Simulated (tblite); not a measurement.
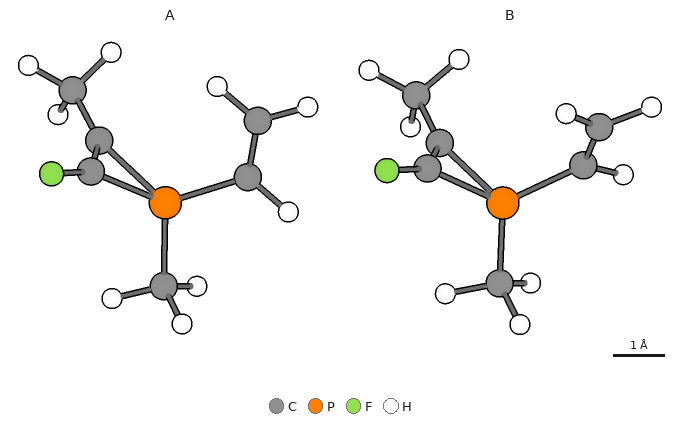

Two geometries of C6H9FP (charge +1), drawn at one scale. One is the start of a relaxation, the other its converged end. The picture is a ball-and-stick view, seen at a tilt.

Computed with tblite 0.8.0, GFN2-xTB geometry optimisation, gas phase. 

**Which of the two is the end point?**

Structure A is the relaxed one. After 106 geometry steps the energy has fallen by 8.55 kcal/mol. An H atom moves most after the best rigid fit: 0.98 Å. Largest moves by element: H 0.98 Å, C 0.29 Å, F 0.18 Å, P 0.16 Å. Some distances before and after: C–F 1.372 → 1.302 Å, C–P 1.784 → 1.824 Å, C–C 1.499 → 1.462 Å, C–H 1.124 → 1.090 Å. Among the angles between lasting bonds that change: C–P–C 113.1° → 121.3°, C–C–F 148.8° → 142.9°, C–C–H 117.6° → 123.1°. Groups turn about C–P by about 40°.
